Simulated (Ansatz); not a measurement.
# InH2F (SMILES [H][In]([H])[F]) at BCCD(T)/STO-3G

What is the vertical ionisation energy of InH2F at BCCD(T)/STO-3G? 

Program for the calculation: Ansatz 0.2.0.

58 further runs of the same task are left out: 2 that didn't finish, 56 set aside as unsound or not needed.

## Step 1: The system as given

The species is InH2F (4 atoms), meant as a singlet with charge 0. SMILES: `[H][In]([H])[F]`. Geometry: a GFN2-xTB relaxation, a rough one for these elements and not checked as a minimum.

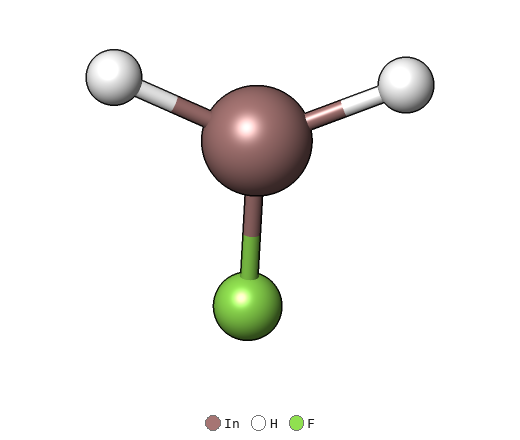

Viewed from a chosen angle; indium brown, hydrogen white, fluorine green.

## Step 2: The energy at BCCD(T)/STO-3G

The input, job.yaml:

```yaml
crystal:
  periodic: [false, false, false]
  atoms:
    - {symbol: In, position_ang: [0.069180, 0.117330, -0.000190]}
    - {symbol: H, position_ang: [1.751200, -0.073770, 0.013580]}
    - {symbol: H, position_ang: [-0.891440, 1.509340, -0.018860]}
    - {symbol: F, position_ang: [-0.928940, -1.552910, 0.005460]}
basis:
  gaussian:
    orbitals: STO-3G
correlation:
  method: bccd_t
  frozen_orbitals: {F: 1, H: 0, In: 18}
accuracy: high
scf:
  omitted_lower_state_checks: [cluster_reference, increment]
```

Launch:

```sh
$ ansatz run job.yaml --threads 1 --pin off --max-ram 2610MiB --events-out events.jsonl --progress --plain --runs-dir runs
```

Standard output, shortened:

```text
Warning: RAYON_NUM_THREADS=1 ignored (pool sized by the plan → 1); use --threads N
Functional definition: HF
  name "HF"
[...]
623 factors; integrals over basis functions are off by at most 4.0e-9 eV
[...]
mean field -157337.84092273 eV, -5782.0590064915 hartree, gradient 7.2e-9 eV, S^2 0.000000; 0 other end points of the search recorded, 0 dependent functions left out
19 core orbitals not correlated: weight in the atoms' cores, before any rotation towards them, 1.000 or more for the frozen orbitals, at most 0.000 for the correlated occupied ones
reference -157337.84092273 eV, -5782.0590064915 hartree; 11, 11 occupied and 4, 4 virtual orbitals, 623 factors
second order -1.38118733 eV of doubles, -0.00000000 eV of singles
cycle   1  -1.57302585 eV  change   -1.9e-1 eV  update   9.5e-2
[...]
cycle  22  -1.80776520 eV  change   -1.5e-9 eV  update   1.2e-9
perturbative correction -0.18208279 eV, -0.0066914190 hartree
Total energy: -157339.83077072 eV, -5782.1321320564 hartree
Checks for a lower state left out: cluster_reference, increment
```

Wall time 0.54 s (1 thread of Arm Neoverse V2, shared host).

## Step 3: The doublet cation

The input, molecule.yaml:

```yaml
crystal:
  periodic: [false, false, false]
  atoms:
    - {symbol: In, position_ang: [0.069180, 0.117330, -0.000190]}
    - {symbol: H, position_ang: [1.751200, -0.073770, 0.013580]}
    - {symbol: H, position_ang: [-0.891440, 1.509340, -0.018860]}
    - {symbol: F, position_ang: [-0.928940, -1.552910, 0.005460]}
basis:
  gaussian:
    orbitals: STO-3G
total_charge: 1
magnetization:
  spin_polarized: true
  initial_magnetization: 1
correlation:
  method: bccd_t
  frozen_orbitals: {F: 1, H: 0, In: 18}
accuracy: high
scf:
  omitted_lower_state_checks: [cluster_reference, increment]
```

Launch:

```sh
$ ansatz run molecule.yaml --threads 1 --pin off --max-ram 2610MiB --events-out events.jsonl --progress --plain --runs-dir runs
```

Standard output, shortened:

```text
Warning: RAYON_NUM_THREADS=1 ignored (pool sized by the plan → 1); use --threads N
[... 2 set-up lines as earlier in the session ...]
[...]
622 factors; integrals over basis functions are off by at most 4.0e-9 eV
[...]
mean field -157332.20828067 eV, -5781.8520107137 hartree, gradient 2.7e-8 eV, S^2 0.751957; 5 other end points of the search recorded, 0 dependent functions left out
19 core orbitals not correlated: weight in the atoms' cores, before any rotation towards them, 1.000 or more for the frozen orbitals, at most 0.000 for the correlated occupied ones
reference -157332.20828067 eV, -5781.8520107137 hartree; 11, 10 occupied and 4, 5 virtual orbitals, 622 factors
second order -0.82772266 eV of doubles, -0.00000000 eV of singles
cycle   1  -1.08485803 eV  change   -2.6e-1 eV  update   5.3e-2
[...]
cycle  31  -1.35191152 eV  change  -3.8e-10 eV  update   1.7e-9
perturbative correction -0.03728089 eV, -0.0013700474 hartree
Total energy: -157333.59747308 eV, -5781.9030625929 hartree
Checks for a lower state left out: cluster_reference, increment
```

Run time: 1.2 s. Hardware: 1 thread of Arm Neoverse V2, shared host; peak memory 0.11 GiB.

## Step 4: Summary of results

At BCCD(T)/STO-3G, 19 core orbitals frozen:

| quantity | value |
| --- | --- |
| singlet InH2F: total energy | -5782.13213 Eh |
| singlet InH2F: correlation energy (19 core orbitals frozen) | -73.1 mEh |
| singlet InH2F: (T) correction | -6.69 mEh |
| doublet cation: total energy | -5781.90306 Eh |
| doublet cation: correlation energy (19 core orbitals frozen) | -51.1 mEh |
| doublet cation: (T) correction | -1.37 mEh |
| doublet cation: ⟨S²⟩ of the reference determinant | 0.752 |
| vertical ionisation energy (to the doublet cation) | 6.233 eV |

In words: Removing an electron at fixed nuclei costs 6.23 eV (144 kcal/mol). In a minimal basis such a difference can be off by several eV, whatever the method. The triples (singlet InH2F) make up 9.2 % of the correlation energy. Relativity is left out (singlet InH2F) although the molecule holds a heavy atom. The triples (doublet cation) make up 2.7 % of the correlation energy. Relativity is left out (doublet cation) although the molecule holds a heavy atom.
